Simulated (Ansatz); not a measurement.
**B3LYP/def2-SVP run of CH4ClGa (SMILES [CH3][GaH][Cl])**

Aim: the electronic atomisation energy of CH4ClGa at B3LYP/def2-SVP, from 5 runs. 

Program for the calculation: Ansatz 0.2.0.

62 further runs of the same task are left out: 62 set aside as unsound or not needed. Runs told in other sessions of the task aren't counted.

## Step 1: The structure to begin with

CH4ClGa has 7 atoms, charge 0, and is taken as a singlet. SMILES: `[CH3][GaH][Cl]`. The coordinates come from a PBE0-D4/def2-TZVP relaxation.

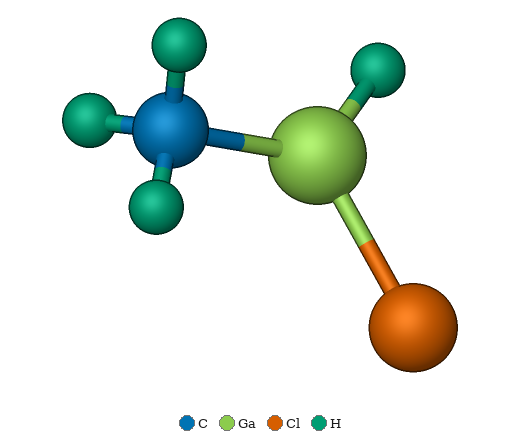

The structure, seen from a chosen angle (carbon blue, gallium green, chlorine orange, hydrogen teal).

## Step 2: A single-point energy at B3LYP/def2-SVP

The input, run.yaml:

```yaml
basis:
  gaussian: {orbitals: def2-SVP}
crystal:
  periodic: [false, false, false]
  atoms:
    - {symbol: C, position_ang: [-0.730500, 0.588300, -0.200700]}
    - {symbol: Ga, position_ang: [0.846300, -0.538100, 0.035700]}
    - {symbol: Cl, position_ang: [0.865000, -1.794800, 1.792800]}
    - {symbol: H, position_ang: [-0.435900, 1.637200, -0.283800]}
    - {symbol: H, position_ang: [-1.418300, 0.473600, 0.636300]}
    - {symbol: H, position_ang: [-1.245900, 0.318700, -1.126000]}
    - {symbol: H, position_ang: [2.119300, -0.684800, -0.854300]}
total_charge: 0
hamiltonian: {xc: {name: B3LYP}}
accuracy: high
output: {orbitals: {seedname: orbitals}}
```

Launch:

```console
$ ansatz run run.yaml --threads 1 --pin off --max-ram 3480MiB --events-out events.jsonl --progress --plain --runs-dir runs
```

Output:

```text
Warning: RAYON_NUM_THREADS=1 ignored (pool sized by the plan → 1); use --threads N
Functional definition: B3LYP
  name "B3LYP"
  parameter a0 = 0.2
  parameter ax = 0.72
  parameter ac = 0.81
  exchange = (1 - a0 - ax)*slater_x + ax*b88_x + a0*exact_x
  correlation = (1 - ac)*vwn_rpa_c + ac*lyp_c
1770 factors; integrals over basis functions are off by at most 8.8e-9 eV
mean field evaluation 1: about -65988.4764 eV, gradient 5.3e1 eV
mean field evaluation 2: about -65983.2754 eV, gradient 6.8e1 eV
mean field evaluation 4: about -65994.7107 eV, gradient 1.7e0 eV
mean field evaluation 8: about -65994.7874 eV, gradient 1.1e-1 eV
mean field evaluation 16: about -65994.7875 eV, gradient 2.2e-5 eV
mean field -65994.78746707 eV, -2425.2637065414 hartree, gradient 2.0e-8 eV, S^2 0.000000; 0 other end points of the search recorded, 0 dependent functions left out
reference -65994.78750518 eV, -2425.2637079416 hartree; 29, 29 occupied and 55, 55 virtual orbitals, 1770 factors
Total energy: -65994.78750518 eV, -2425.2637079416 hartree
```

Run time: 3.6 s. Hardware: 1 thread of Intel Xeon 6975P-C (Granite Rapids), shared host; peak memory 0.3 GiB.

## Step 3: The C atom at the same level

The input, run.yaml:

```yaml
crystal:
  periodic: [false, false, false]
  atoms:
    - {symbol: C, position_ang: [0.000000, 0.000000, 0.000000]}
basis:
  gaussian: {orbitals: def2-SVP}
accuracy: high
hamiltonian: {xc: {name: B3LYP}}
magnetization: {spin_polarized: true, initial_magnetization: 2}
```

Launch:

```console
$ ansatz run run.yaml --threads 1 --pin off --max-ram 3480MiB --events-out events.jsonl --progress --plain --runs-dir runs
```

Output:

```text
Warning: RAYON_NUM_THREADS=1 ignored (pool sized by the plan → 1); use --threads N
[... 7 set-up lines as earlier in the session ...]
95 factors; integrals over basis functions are off by at most 2.0e-9 eV
mean field evaluation 1: about -1028.8860 eV, gradient 3.7e0 eV
mean field evaluation 2: about -1028.9613 eV, gradient 1.2e0 eV
mean field evaluation 4: about -1028.9725 eV, gradient 2.6e-1 eV
mean field evaluation 8: about -1028.9730 eV, gradient 1.2e-5 eV
mean field -1028.97299109 eV, -37.8140599597 hartree, gradient 2.5e-8 eV, S^2 2.002648; 0 other end points of the search recorded, 0 dependent functions left out
reference -1028.97301121 eV, -37.8140606989 hartree; 4, 2 occupied and 10, 12 virtual orbitals, 95 factors
Total energy: -1028.97301121 eV, -37.8140606989 hartree
```

Run time: 0.16 s. Hardware: 1 thread of Intel Xeon 6975P-C (Granite Rapids), shared host.

## Step 4: The Cl atom at the same level

The input, job.yaml:

```yaml
basis:
  gaussian: {orbitals: def2-SVP}
crystal:
  periodic: [false, false, false]
  atoms:
    - {symbol: Cl, position_ang: [0.000000, 0.000000, 0.000000]}
magnetization: {spin_polarized: true, initial_magnetization: 1}
accuracy: high
hamiltonian: {xc: {name: B3LYP}}
```

Run the same way, it converges to -460.00600 Eh (log not shown).

## Step 5: The Ga atom

The input, job.yaml:

```yaml
crystal:
  periodic: [false, false, false]
  atoms:
    - symbol: Ga
      position_ang: [0.000000, 0.000000, 0.000000]
basis:
  gaussian:
    orbitals: def2-SVP
magnetization:
  spin_polarized: true
  initial_magnetization: 1
hamiltonian:
  xc: {name: B3LYP}
accuracy: high
```

Launch:

```console
$ ansatz run job.yaml --threads 1 --pin off --max-ram 3480MiB --events-out events.jsonl --progress --plain --runs-dir runs
```

Output:

```text
Warning: RAYON_NUM_THREADS=1 ignored (pool sized by the plan → 1); use --threads N
[... 7 set-up lines as earlier in the session ...]
315 factors; integrals over basis functions are off by at most 3.9e-9 eV
mean field evaluation 1: about -52371.2565 eV, gradient 8.6e0 eV
mean field evaluation 2: about -52371.2199 eV, gradient 1.0e1 eV
mean field evaluation 4: about -52371.4005 eV, gradient 3.8e-1 eV
mean field evaluation 8: about -52371.4013 eV, gradient 3.3e-3 eV
mean field evaluation 16: about -52371.4013 eV, gradient 4.7e-8 eV
mean field evaluation 32: about -52371.4013 eV, gradient 7.6e-4 eV
mean field -52371.40125463 eV, -1924.6134974968 hartree, gradient 1.8e-8 eV, S^2 0.751958; 1 other end points of the search recorded, 0 dependent functions left out
reference -52371.40127598 eV, -1924.6134982814 hartree; 16, 15 occupied and 16, 17 virtual orbitals, 315 factors
Total energy: -52371.40127598 eV, -1924.6134982814 hartree
```

It took 1.1 s on 1 thread of Intel Xeon 6975P-C (Granite Rapids), shared host.

## Step 6: The H atom, same level

The input, run.yaml:

```yaml
basis:
  gaussian: {orbitals: def2-SVP}
crystal:
  periodic: [false, false, false]
  atoms:
    - {symbol: H, position_ang: [0.000000, 0.000000, 0.000000]}
magnetization: {spin_polarized: true, initial_magnetization: 1}
hamiltonian: {xc: {name: B3LYP}}
accuracy: high
```

Launch:

```console
$ ansatz run run.yaml --threads 1 --pin off --max-ram 3480MiB --events-out events.jsonl --progress --plain --runs-dir runs
```

Output:

```text
Warning: RAYON_NUM_THREADS=1 ignored (pool sized by the plan → 1); use --threads N
[... 7 set-up lines as earlier in the session ...]
15 factors; integrals over basis functions are off by at most 8.9e-10 eV
mean field evaluation 1: about -13.6398 eV, gradient 1.5e-1 eV
mean field evaluation 2: about -13.6397 eV, gradient 1.5e-1 eV
mean field evaluation 4: about -13.6399 eV, gradient 3.7e-3 eV
mean field evaluation 8: about -13.6399 eV, gradient 1.1e-9 eV
mean field -13.63992910 eV, -0.5012581489 hartree, gradient 1.1e-9 eV, S^2 0.750000; 0 other end points of the search recorded, 0 dependent functions left out
reference -13.63994824 eV, -0.5012588523 hartree; 1, 0 occupied and 4, 5 virtual orbitals, 15 factors
Total energy: -13.63994824 eV, -0.5012588523 hartree
```

Run time: 0.08 s. Hardware: 1 thread of Intel Xeon 6975P-C (Granite Rapids), shared host.

## Step 7: What came out

Level: B3LYP/def2-SVP.

```
                     quantity           value
       molecule: total energy  -2425.26371 Eh
        molecule: HOMO energy        -7.70 eV
        molecule: LUMO energy        -1.48 eV
      molecule: HOMO–LUMO gap         6.23 eV
         C atom: total energy    -37.81406 Eh
                 C atom: ⟨S²⟩           2.003
        Cl atom: total energy   -460.00600 Eh
                Cl atom: ⟨S²⟩           0.752
        Ga atom: total energy  -1924.61350 Eh
                Ga atom: ⟨S²⟩           0.752
         H atom: total energy     -0.50126 Eh
                 H atom: ⟨S²⟩           0.750
electronic atomisation energy       22.452 eV
```

What this shows: Taking the molecule apart into free atoms costs 22.45 eV (518 kcal/mol), before zero-point energy and without spin-orbit coupling.
